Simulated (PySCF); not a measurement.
Consider C$_{9}$H$_{15}$NS.

The calculation's input:

```
{"job": {"kind": "uv", "xc": "PBE0", "basis": "def2-SVPD", "ip": false}, "charge": 0, "multiplicity": 1}
C      3.444245     0.767351     0.290965
C      2.543822    -0.401360    -0.073326
C      1.057126    -0.171363     0.195917
C      0.262452    -1.466701     0.096078
C     -1.241197    -1.392774     0.356666
C     -2.052290    -0.680360    -0.728700
C     -2.300773     0.818398    -0.494217
C     -3.325881     1.021905     0.530859
N     -4.115583     1.166934     1.365240
C     -1.047262     1.626449    -0.101403
S      0.471253     1.139330    -0.947931
H      3.381905     0.994261     1.367220
H      4.496061     0.544794     0.056019
H      3.157648     1.677900    -0.255550
H      2.847384    -1.296445     0.496313
H      2.672994    -0.668092    -1.137613
H      0.941413     0.249778     1.211506
H      0.432076    -1.905956    -0.902986
H      0.706624    -2.173109     0.819716
H     -1.438420    -0.936693     1.343339
H     -1.609750    -2.426757     0.440458
H     -1.532908    -0.776158    -1.694420
H     -3.033754    -1.163467    -0.849675
H     -2.706752     1.236403    -1.430838
H     -1.210344     2.692247    -0.318119
H     -0.867210     1.552196     0.982022
```

Launched as:

```sh
OMP_NUM_THREADS=2 python probes_run.py task.json out
```

Geometry: PBE0-D3(BJ)/def2-SVP.

Level of theory: PBE0/def2-SVPD, SCF density, gas phase in PySCF.

Question: What will maps of the electron density and electron localisation function show?

Answer: C–H (1.10 Å): ρ at the midpoint is about 1.9 e/Å³; the ELF climbs to about 1 towards the hydrogen, as it does in any bond to H; an ordinary covalent bond to hydrogen.
C–C (1.53 Å): the density is about 1.6 e/Å³ at the midpoint; the ELF peaks at about 0.95 between the atoms (a covalent bond).

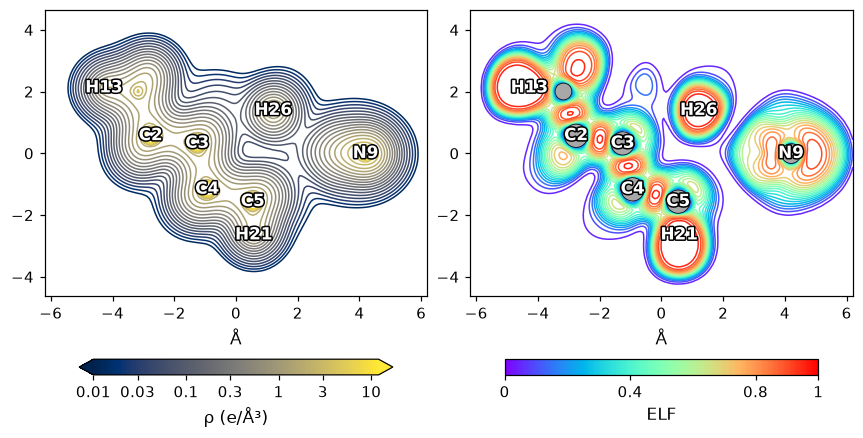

Computed electron density and electron localisation function on the plane of atoms C2, C3 and C4, in this order. Grey discs cover the atomic cores in the ELF map. 
